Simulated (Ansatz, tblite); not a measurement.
# The cluster Cu2Se: one state, many levels, part 2 of 2

Aim: run the singlet of the cluster Cu2Se at one geometry on many levels, and compare frontier levels, spin and run time.

Ansatz 0.2.0, Gaussian basis; as each input shows. The steps go on from the part before.

## 17. MP2/def2-TZVP

in.yaml reads:

```yaml
crystal:
  periodic: [false, false, false]
  atoms:
    - {symbol: Cu, position_ang: [0.798363, -0.582256, -1.048132]}
    - {symbol: Cu, position_ang: [-0.626330, 1.293448, 0.098456]}
    - {symbol: Se, position_ang: [-0.172033, -0.711193, 0.949676]}
basis:
  gaussian: {orbitals: def2-TZVP, initial_orbitals: start.molden}
correlation: {method: mp2, frozen_orbitals: {Cu: 9, Se: 9}}
scf: {omitted_lower_state_checks: [starts]}
output: {orbitals: {seedname: orbitals}}
```

The run is started by

```
> ansatz run in.yaml --threads 4 --pin off --events-out ev --progress --plain --max-ram 3916MiB
```

Log:

```text
Functional definition: HF
  name "HF"
  cite "Fock, Z. Phys. 61, 126 (1930) doi:10.1007/BF01340294"
  parent pbe
  exchange = exact_x
  correlation = 0
these checks for a lower state are left out or cut short: starts
1272 factors; integrals over basis functions are off by at most 5.6e-4 eV
mean field evaluation 1: about -154497.7286 eV, gradient 3.7e1 eV
mean field evaluation 2: about -154499.2166 eV, gradient 2.5e0 eV
mean field evaluation 4: about -154499.6861 eV, gradient 2.0e0 eV
mean field evaluation 8: about -154499.7015 eV, gradient 9.2e-4 eV
mean field -154499.70150378 eV, -5677.7593066050 hartree, gradient 1.7e-6 eV, S^2 0.000000; 0 other end points of the search recorded, 0 dependent functions left out
27 core orbitals not correlated: weight in the atoms' cores, before any rotation towards them, 1.000 or more for the frozen orbitals, at most 0.000 for the correlated occupied ones
reference -154499.70150378 eV, -5677.7593066050 hartree; 19, 19 occupied and 92, 92 virtual orbitals, 1272 factors
second order -30.83027973 eV of doubles, -0.00000000 eV of singles
Total energy: -154530.53178351 eV, -5678.8922984875 hartree
Checks for a lower state left out: starts
```

Run time: 2.4 s. Hardware: 4 threads of AMD EPYC 7R43, shared host.

From the report: Hartree-Fock HOMO -7.43 eV, LUMO 0.15 eV.

## 18. RPA/def2-TZVP

in.yaml, as its differences from that of step 17:

```diff
@@ -8,4 +8,4 @@
   gaussian: {orbitals: def2-TZVP, initial_orbitals: start.molden}
-correlation: {method: mp2, frozen_orbitals: {Cu: 9, Se: 9}}
+hamiltonian: {xc: pbe}
+correlation: {method: rpa, frozen_orbitals: {Cu: 9, Se: 9}}
 scf: {omitted_lower_state_checks: [starts]}
-output: {orbitals: {seedname: orbitals}}
```

The command is unchanged.

Log, cut to the lines that bear on the results:

```text
Functional definition: PBE
  name "PBE"
  cite "Perdew, Burke & Ernzerhof, Phys. Rev. Lett. 77, 3865 (1996) doi:10.1103/PhysRevLett.77.3865"
  parent pbe
[...]
1272 factors; integrals over basis functions are off by at most 5.6e-4 eV
[...]
mean field -154610.32787536 eV, -5681.8247507751 hartree, gradient 2.1e-6 eV, S^2 0.000000; 0 other end points of the search recorded, 0 dependent functions left out
27 core orbitals not correlated: weight in the atoms' cores, before any rotation towards them, 1.000 or more for the frozen orbitals, at most 0.000 for the correlated occupied ones
reference -154496.58653181 eV, -5677.6448334964 hartree; 19, 19 occupied and 92, 92 virtual orbitals, 1272 factors
Total energy: -154535.97303433 eV, -5679.0922607670 hartree
Checks for a lower state left out: starts
```

Wall time 2.9 s (4 threads of AMD EPYC 7R43, shared host).

## 19. Comparison

```
               level  functions  HOMO (eV)  LUMO (eV)  gap (eV)    time
     PBE-D4/def2-SVP         94      -4.16      -2.97      1.19  0.95 s
    PBE-D4/def2-TZVP        138      -4.70      -3.39      1.31   3.2 s
   PBE-D4/def2-TZVPD        153      -4.81      -3.49      1.32   1.6 s
 revPBE-D4/def2-TZVP        138      -4.61      -3.28      1.33   1.3 s
 r2SCAN-D4/def2-TZVP        138      -4.79      -3.17      1.63     3 s
r2SCAN-D4/def2-TZVPD        153      -4.89      -3.26      1.62   3.3 s
    B97M-V/def2-TZVP        138      -4.88      -3.36      1.52   5.5 s
    PBE0-D4/def2-SVP         94      -5.18      -2.11      3.08   1.6 s
   PBE0-D4/def2-TZVP        138      -5.62      -2.48      3.14   2.7 s
  PBE0-D4/def2-TZVPD        153      -5.72      -2.61      3.11   3.1 s
r2SCAN0-D4/def2-TZVP        138      -5.70      -2.35      3.36   4.3 s
  HSE06-D4/def2-TZVP        138      -5.23      -2.84      2.39   2.5 s
  BHLYP-D4/def2-TZVP        138      -6.41      -1.75      4.66   2.9 s
```

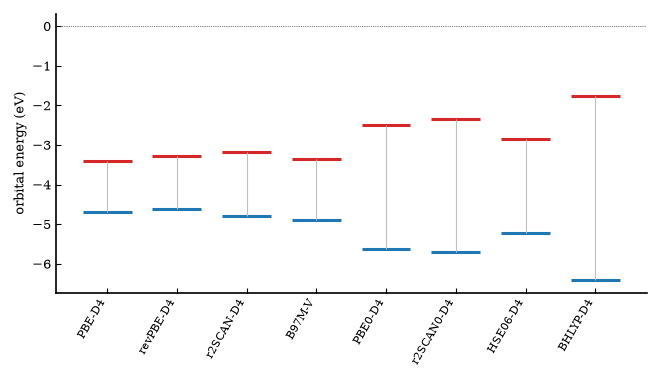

Highest filled (blue) and lowest empty (red) level in def2-TZVP.

Energy pieces by basis (eV):

| basis | HF | MP2 correlation | CCSD correlation | (T) | total |
| --- | --- | --- | --- | --- | --- |
| def2-TZVPP | -154499.7788 | -35.1884 | -31.3600 | -1.4874 | -154532.6262 |
| def2-TZVP | -154499.7015 | -30.8303 |  |  | -154530.5318 (MP2) |

## 20. Binding energy

Free atoms were run apart at each level; binding is atoms less cluster, divided by the number of atoms, without zero-point or spin-orbit terms.

```csv
method,binding an atom (eV),from CCSD(T)/def2-TZVPP (eV),time
HF/def2-TZVP,0.780,-0.969,
HF/def2-TZVPP,0.804,-0.945,
PBE-D4/def2-SVP,2.205,+0.456,0.95 s
PBE-D4/def2-TZVP,1.948,+0.199,3.2 s
PBE-D4/def2-TZVPD,1.968,+0.219,1.6 s
revPBE-D4/def2-TZVP,1.819,+0.070,1.3 s
r2SCAN-D4/def2-TZVP,1.939,+0.190,3 s
r2SCAN-D4/def2-TZVPD,1.956,+0.207,3.3 s
B97M-V/def2-TZVP,1.826,+0.077,5.5 s
PBE0-D4/def2-SVP,1.956,+0.207,1.6 s
PBE0-D4/def2-TZVP,1.783,+0.034,2.7 s
PBE0-D4/def2-TZVPD,1.801,+0.052,3.1 s
r2SCAN0-D4/def2-TZVP,1.767,+0.018,4.3 s
HSE06-D4/def2-TZVP,1.784,+0.035,2.5 s
BHLYP-D4/def2-TZVP,1.567,-0.182,2.9 s
RPA/def2-TZVP,1.553,-0.196,2.9 s
MP2/def2-TZVP,1.831,+0.082,2.4 s
CCSD/def2-TZVPP,1.620,-0.129,
CCSD(T)/def2-TZVPP,1.749,0,15 s
```

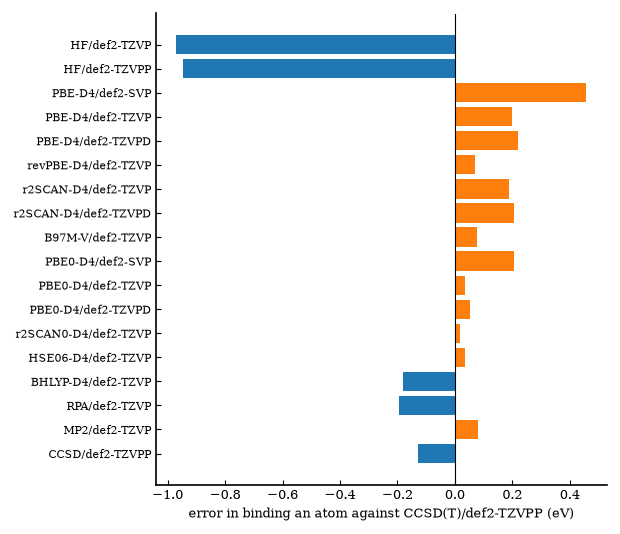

Deviations from CCSD(T)/def2-TZVPP, method by method.

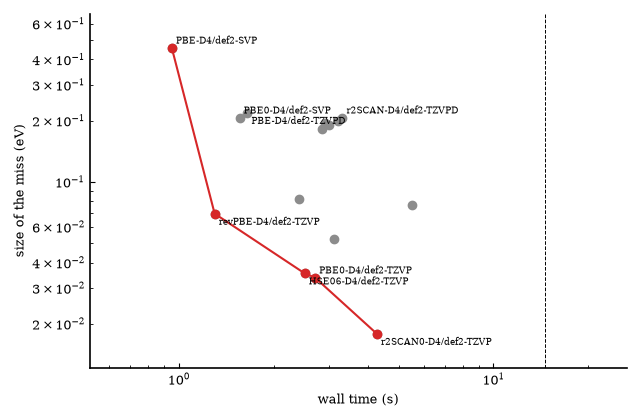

Accuracy for the time spent; red marks the levels that beat every quicker one drawn (of those quicker than the yardstick), and the dashed line is the time of CCSD(T)/def2-TZVPP. Only those levels and the largest misses are named. Times are from a shared host.

## 21. Outcome

The summary covers parts 1 to 2.

| quantity | value |
| --- | --- |
| gap in def2-TZVP, named functionals, smallest and largest | 1.31 eV (PBE-D4), 4.66 eV (BHLYP-D4) |
| correlation energy, CCSD(T)/def2-TZVPP | -32.85 eV |
| correlation energy, MP2/def2-TZVP | -30.83 eV |
| binding an atom, CCSD(T)/def2-TZVPP | 1.749 eV |
| PBE0 total energy, smallest basis above largest | 21.44 eV (def2-SVP, def2-TZVPD) |

Orbital gaps of the named functionals in def2-TZVP span 1.31 eV (PBE-D4) to 4.66 eV (BHLYP-D4); exact exchange widens it. The functionals in def2-TZVP miss CCSD(T)/def2-TZVPP by -0.182 (BHLYP-D4) to +0.199 eV (PBE-D4) an atom. The reference is CCSD(T) in one finite basis, so it carries an error of its own, often a tenth of an eV or more, and near misses can't be ranked.

r2SCAN0-D4/def2-TZVP reaches 0.018 eV from the reference in 4.3 s, where CCSD(T)/def2-TZVPP took 15 s; the quickest level in the cost chart, PBE-D4/def2-SVP, takes 0.95 s and misses by 0.456 eV. The slowest run with a step of its own, CCSD(T)/def2-TZVPP, took 15 s; the quickest functional in def2-TZVP took 1.3 s (shared host).
